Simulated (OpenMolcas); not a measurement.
## Relativistic diatomic calculation: GeC (part 2 of 2)

Continued. System: GeC. Method: SA-CASSCF(8,8)/XMS-CASPT2 + RASSI spin-orbit (X2C scalar, AMFI), ANO-RCC-VTZP (OpenMolcas).

## Output (extracts), continued
```
++ Dipole transition strengths (spin-free states):
     for osc. strength at least  1.00000000E-05
      From   To        Osc. strength     Einstein coefficients Ax, Ay, Az (sec-1)    Total A (sec-1)
         1    7       1.56876117E-03  1.82819518E+04  3.34827847E+03  0.00000000E+00  2.16302302E+04
         1    8       2.63787663E-05  1.25780980E+03  6.88606889E+03  0.00000000E+00  8.14387869E+03
         1    4       1.40965742E-03  0.00000000E+00  0.00000000E+00  5.86202371E+05  5.86202371E+05
         1    3       5.60901163E-03  0.00000000E+00  0.00000000E+00  2.33249289E+06  2.33249289E+06
         1    5       1.00986895E-02  0.00000000E+00  0.00000000E+00  5.84897866E+06  5.84897866E+06
         1    6       2.03119227E-03  0.00000000E+00  0.00000000E+00  1.17642989E+06  1.17642989E+06
         1    9       1.09255360E-03  4.02337077E+05  3.74872115E+05  0.00000000E+00  7.77209192E+05
         1   10       1.09341241E-03  3.75488025E+05  4.02568306E+05  0.00000000E+00  7.78056331E+05
         2    7       1.56876073E-03  3.34828313E+03  1.82819411E+04  0.00000000E+00  2.16302243E+04
         2    8       2.63665589E-05  6.87965976E+03  1.26045015E+03  0.00000000E+00  8.14010991E+03
         2    4       5.60901154E-03  0.00000000E+00  0.00000000E+00  2.33249285E+06  2.33249285E+06
         2    3       1.40965744E-03  0.00000000E+00  0.00000000E+00  5.86202379E+05  5.86202379E+05
         2    5       2.03119223E-03  0.00000000E+00  0.00000000E+00  1.17642987E+06  1.17642987E+06
         2    6       1.00986897E-02  0.00000000E+00  0.00000000E+00  5.84897874E+06  5.84897874E+06
         2    9       1.09293898E-03  3.75366589E+05  4.02116751E+05  0.00000000E+00  7.77483340E+05
         2   10       1.09342695E-03  4.02596476E+05  3.75470206E+05  0.00000000E+00  7.78066682E+05
        11   16       3.60994327E-04  1.51078543E+00  1.86659412E+03  0.00000000E+00  1.86810491E+03
        11   17       3.60993535E-04  1.86658989E+03  1.51092114E+00  0.00000000E+00  1.86810081E+03
        11   14       1.69847048E-04  0.00000000E+00  0.00000000E+00  9.55639738E+03  9.55639738E+03
         7    4       8.98591751E-04  8.99195279E+02  2.49082303E+05  0.00000000E+00  2.49981499E+05
         7    3       8.98595435E-04  2.49083309E+05  8.99214431E+02  0.00000000E+00  2.49982524E+05
         7    5       2.04466656E-05  8.46707182E+03  2.82139139E+00  0.00000000E+00  8.46989321E+03
         7    6       2.04466088E-05  2.82118028E+00  8.46704851E+03  0.00000000E+00  8.46986969E+03
        16   12       9.67893267E-04  3.87848955E+03  2.25108908E+02  0.00000000E+00  4.10359845E+03
        16   13       9.81878463E-04  2.35009882E+02  4.04905564E+03  0.00000000E+00  4.28406552E+03
        16   14       3.02221878E-03  6.67590930E+01  8.24778281E+04  0.00000000E+00  8.25445872E+04
        17   12       9.67893900E-04  2.25110196E+02  3.87849094E+03  0.00000000E+00  4.10360114E+03
        17   13       9.81877916E-04  4.04905277E+03  2.35010361E+02  0.00000000E+00  4.28406313E+03
        17   14       3.02222019E-03  8.24778654E+04  6.67602758E+01  0.00000000E+00  8.25446257E+04
         8    4       6.52054874E-05  5.17322447E+02  1.82953333E+00  0.00000000E+00  5.19151980E+02
         8    3       6.51901138E-05  1.82728785E+00  5.17202291E+02  0.00000000E+00  5.19029579E+02
         8    5       1.08018082E-03  1.30728918E+01  4.55617595E+04  0.00000000E+00  4.55748324E+04
         8    6       1.08012258E-03  4.55593170E+04  1.30584085E+01  0.00000000E+00  4.55723754E+04
         4    6       9.62793136E-04  0.00000000E+00  0.00000000E+00  1.29950748E+04  1.29950748E+04
         4    9       2.38051450E-04  8.35007143E+03  1.03582211E+03  0.00000000E+00  9.38589354E+03
         4   10       2.38284365E-04  1.03816917E+03  8.36902976E+03  0.00000000E+00  9.40719892E+03
         3    5       9.62793126E-04  0.00000000E+00  0.00000000E+00  1.29950746E+04  1.29950746E+04
         3    9       2.38002268E-04  1.03578205E+03  8.34817235E+03  0.00000000E+00  9.38395440E+03
         3   10       2.38280963E-04  8.36892012E+03  1.03814450E+03  0.00000000E+00  9.40706461E+03
         5    9       9.85992325E-05  9.28127002E+01  5.76443281E+02  0.00000000E+00  6.69255981E+02
         5   10       9.85995188E-05  5.78180115E+02  9.31599432E+01  0.00000000E+00  6.71340059E+02
         6    9       9.85290209E-05  5.75969957E+02  9.28094532E+01  0.00000000E+00  6.68779411E+02
         6   10       9.85979675E-05  9.31544810E+01  5.78175015E+02  0.00000000E+00  6.71329496E+02
 Electric-quadrupole - electric-quadrupole not included
 Electric-dipole - electric-octupole not included
 Electric-dipole - magnetic-quadrupole not included
   Eigenvalues of complex Hamiltonian:
  (Shifted by EMIN (a.u.) =      -2135.0418646173)
 SO State       Relative EMIN(au)   Rel lowest level(eV)    D:o, cm**(-1)      Omega
     1            -0.0009885198        0.0000000000              0.0000         2.0
     2            -0.0009884185        0.0000027551              0.0222         2.0
     3            -0.0000927081        0.0243762777            196.6079         1.0
     4            -0.0000927073        0.0243762983            196.6081         1.0
     5             0.0007045512        0.0460708082            371.5861         0.0
     6             0.0009014137        0.0514277110            414.7925         0.0
     7             0.0201306032        0.5746806136           4635.1117         0.0
     8             0.0206461119        0.5887083194           4748.2528         1.0
     9             0.0206461121        0.5887083246           4748.2529         1.0
    10             0.0211610243        0.6027197982           4861.2630         0.0
    11             0.0332853980        0.9326408152           7522.2555         1.0
    12             0.0332853994        0.9326408529           7522.2558         1.0
    13             0.0446920181        1.2430307616          10025.7192         2.0
    14             0.0448578110        1.2475422146          10062.1065         2.0
    15             0.0624698991        1.7267915481          13927.5131         0.0
    16             0.0799934297        2.2036311055          17773.4835         1.0
    17             0.0799934297        2.2036311058          17773.4835         1.0
    18             0.0807041642        2.2229711774          17929.4717         0.0
    19             0.0807547486        2.2243476495          17940.5737         0.0
    20             0.0814718214        2.2438601935          18097.9530         1.0
    21             0.0814718217        2.2438602027          18097.9531         1.0
    22             0.0822216622        2.2642644016          18262.5240         2.0
    23             0.0822216628        2.2642644178          18262.5241         2.0
    24             0.0829819738        2.2849535341          18429.3931         3.0
    25             0.0829819738        2.2849535341          18429.3931         3.0
    26             0.0980016828        2.6936606376          21725.8382         0.0
    27             0.0980259620        2.6943213081          21731.1669         1.0
    28             0.0980259629        2.6943213324          21731.1671         1.0
    29             0.1131839830        3.1067920718          25057.9680         2.0
    30             0.1131840547        3.1067940225          25057.9837         2.0
    31             0.1138321861        3.1244305756          25200.2321         1.0
    32             0.1138321864        3.1244305851          25200.2322         1.0
    33             0.1144510112        3.1412696663          25336.0485         0.0
    34             0.1144584373        3.1414717393          25337.6783         0.0
    35             0.1334422383        3.6580472828          29504.1411         0.0
    36             0.1335039449        3.6597264027          29517.6841         0.0
    37             0.1342778706        3.6807859952          29687.5412         1.0
    38             0.1342778716        3.6807860221          29687.5414         1.0
    39             0.1350444538        3.7016457868          29855.7867         2.0
    40             0.1350444553        3.7016458276          29855.7871         2.0
    41             0.1466654692        4.0178697252          32406.3048         0.0
    42             0.1473024989        4.0352041863          32546.1167         1.0
    43             0.1473024996        4.0352042059          32546.1168         1.0
    44             0.1488167786        4.0764098357          32878.4626         2.0
    45             0.1488393869        4.0770250400          32883.4246         2.0
    46             0.1503204282        4.1173262263          33208.4756         3.0
    47             0.1503204282        4.1173262264          33208.4756         3.0
 Weights of the five most important spin-orbit-free states for each spin-orbit state.
 SO State  Total energy (au)           Spin-free states, spin, and weights
    1        -0.000989       2 1.0  0.4996    1 1.0  0.4996   12 0.0  0.0006   18 2.0  0.0001   19 2.0  0.0001
    2        -0.000988       1 1.0  0.4996    2 1.0  0.4996   13 0.0  0.0006   19 2.0  0.0001   18 2.0  0.0001
    3        -0.000093       2 1.0  0.6919    1 1.0  0.3052    7 1.0  0.0019   16 0.0  0.0006   18 2.0  0.0003
    4        -0.000093       1 1.0  0.6919    2 1.0  0.3052    7 1.0  0.0019   17 0.0  0.0006   19 2.0  0.0003
    5         0.000705       2 1.0  0.4951    1 1.0  0.4951   11 0.0  0.0049    7 1.0  0.0040   14 0.0  0.0006
    6         0.000901       1 1.0  0.4998    2 1.0  0.4998    8 1.0  0.0002   19 2.0  0.0001   18 2.0  0.0001
    7         0.020131      11 0.0  0.5143    7 1.0  0.4756    1 1.0  0.0044    2 1.0  0.0044   14 0.0  0.0010
    8         0.020646       7 1.0  0.9926   17 0.0  0.0045    1 1.0  0.0014    2 1.0  0.0006   19 2.0  0.0003
    9         0.020646       7 1.0  0.9926   16 0.0  0.0045    2 1.0  0.0014    1 1.0  0.0006   18 2.0  0.0003
   10         0.021161       7 1.0  0.5179   11 0.0  0.4808   14 0.0  0.0009   18 2.0  0.0001   19 2.0  0.0001
   11         0.033285      17 0.0  0.9714   16 0.0  0.0233    7 1.0  0.0047    1 1.0  0.0003    2 1.0  0.0001
   12         0.033285      16 0.0  0.9714   17 0.0  0.0233    7 1.0  0.0047    2 1.0  0.0003    1 1.0  0.0001
   13         0.044692      12 0.0  0.9988    2 1.0  0.0003    1 1.0  0.0003    4 1.0  0.0002    3 1.0  0.0002
   14         0.044858      13 0.0  0.9988    1 1.0  0.0003    2 1.0  0.0003    3 1.0  0.0002    4 1.0  0.0002
   15         0.062470      14 0.0  0.9970    7 1.0  0.0018    2 1.0  0.0004    1 1.0  0.0004    4 1.0  0.0002
   16         0.079993      18 2.0  0.4993   19 2.0  0.4991    8 1.0  0.0010    7 1.0  0.0006    6 1.0  0.0000
   17         0.079993      19 2.0  0.4993   18 2.0  0.4991    8 1.0  0.0010    7 1.0  0.0006    5 1.0  0.0000
   18         0.080704      18 2.0  0.4990   19 2.0  0.4990    8 1.0  0.0011    4 1.0  0.0003    3 1.0  0.0003
   19         0.080755      19 2.0  0.4993   18 2.0  0.4993    7 1.0  0.0005    3 1.0  0.0004    4 1.0  0.0004
   20         0.081472      18 2.0  0.9718   19 2.0  0.0267    4 1.0  0.0010    2 1.0  0.0002    8 1.0  0.0002
   21         0.081472      19 2.0  0.9718   18 2.0  0.0267    3 1.0  0.0010    1 1.0  0.0002    8 1.0  0.0002
   22         0.082222      19 2.0  0.4995   18 2.0  0.4995    3 1.0  0.0004    4 1.0  0.0004    1 1.0  0.0001
   23         0.082222      18 2.0  0.4995   19 2.0  0.4995    4 1.0  0.0004    3 1.0  0.0004    2 1.0  0.0001
   24         0.082982      19 2.0  0.5000   18 2.0  0.5000    9 1.0  0.0000   10 1.0  0.0000    8 1.0  0.0000
   25         0.082982      19 2.0  0.5000   18 2.0  0.5000    9 1.0  0.0000   10 1.0  0.0000    8 1.0  0.0000
   26         0.098002       8 1.0  0.9952    4 1.0  0.0018    3 1.0  0.0018   18 2.0  0.0005   19 2.0  0.0005
   27         0.098026       8 1.0  0.9968    3 1.0  0.0019   19 2.0  0.0006   18 2.0  0.0005    1 1.0  0.0001
   28         0.098026       8 1.0  0.9968    4 1.0  0.0019   18 2.0  0.0006   19 2.0  0.0005    2 1.0  0.0001
   29         0.113184       3 1.0  0.4994    4 1.0  0.4994   12 0.0  0.0004   19 2.0  0.0004   18 2.0  0.0004
   30         0.113184       4 1.0  0.4994
```

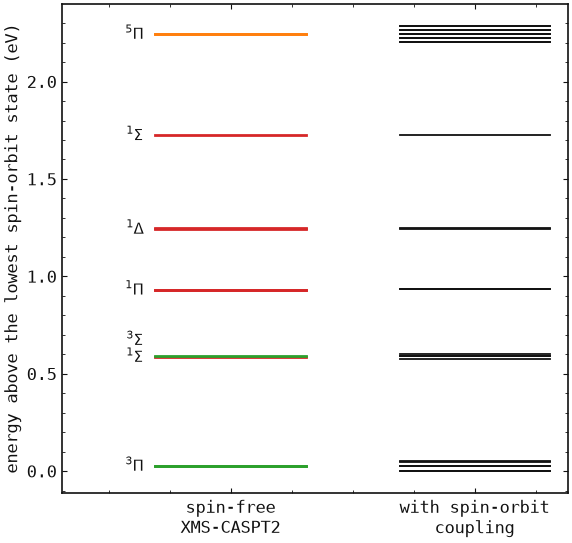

Fig. 1: States up to 2.5 eV at 1.805 Å, without spin-orbit coupling (left, a colour for each spin multiplicity) and with it (right, where close levels merge). The spin-free states run ³Π (0.00 eV), ¹Σ (0.56 eV), ³Σ (0.56 eV), ¹Π (0.90 eV), ¹Δ (1.22 eV), ¹Σ (1.70 eV) from the lowest. The lowest spin-orbit levels have |Ω| = 2 (0 cm⁻¹), 1 (197 cm⁻¹), 0 (372 cm⁻¹), 0 (415 cm⁻¹), 0 (4,635 cm⁻¹).

## Summary

| quantity | value |
| --- | --- |
| outcome | converged; components of a degenerate state are split by 36 cm⁻¹ |
| lowest spin-free state | ³Π |
| lowest spin-orbit level | Ω = 2, −2135.04285 hartree |
| next level | Ω = 1, 197 cm⁻¹ |
| hardware | 1 thread of Arm Neoverse V2, 128 GiB of memory available, shared host |
| wall time | 29 s |
| peak memory | 0.27 GiB |

## Remarks

Limits: the two components of ¹Δ at 1.22 eV, degenerate in CASSCF as they must be, are split by 36 cm⁻¹ in XMS-CASPT2, an artefact that passes into its spin-orbit levels.
